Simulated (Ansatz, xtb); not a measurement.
**Si2 (disilicon): the electronic atomisation energy, rung by rung**

The species is Si2 (2 atoms), meant as a triplet with charge 0. SMILES: `[Si]=[Si]`. Geometry: relaxed at GFN2-xTB.

```tsv
atom	x (Å)	y (Å)	z (Å)
Si	0.0000	0.0000	0.0000
Si	0.0000	0.0000	2.1742
```

Each level gives the electronic atomisation energy (eV). The values are calculated. Electronic energies at fixed atoms, without zero-point motion or spin-orbit coupling.

```tsv
level	kind	program	value (eV)	CPU time (all runs)
GFN1-xTB	semi-empirical	xtb	5.09	under 2 s
UHF/6-31G	Hartree–Fock	Ansatz	0.63	0.95 s
UBLYP/6-31G	GGA	Ansatz	2.73	5 s
U-r2SCAN/6-31G	meta-GGA	Ansatz	2.78	26 s
U-r2SCAN0/6-31G	hybrid meta-GGA	Ansatz	2.44	9.4 s
UCAM-B3LYP/6-31G	range-separated hybrid	Ansatz	2.18	5.8 s
UB2PLYP/6-31G	double hybrid	Ansatz	2.23	6.7 s
RPA@PBE/6-31G	RPA	Ansatz	1.63	7 s
UMP2/6-31G	perturbation theory	Ansatz	1.49	1.2 s
```

The values span 0.63 to 5.09 eV. Spin contamination of the reference (⟨S²⟩ at least 0.1 too high) touches UHF/6-31G, UMP2/6-31G. The xTB rows lack spin polarisation, so open shells miss the exchange term that lowers them. All rows use very small basis sets, so none should be taken for the real molecule's value. Times are those of the runs behind each value, whatever else they computed, on shared processors of several kinds: orders of magnitude only.

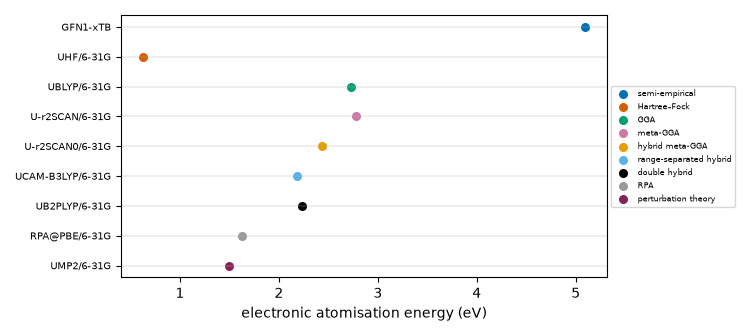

The values of the table, level by level.
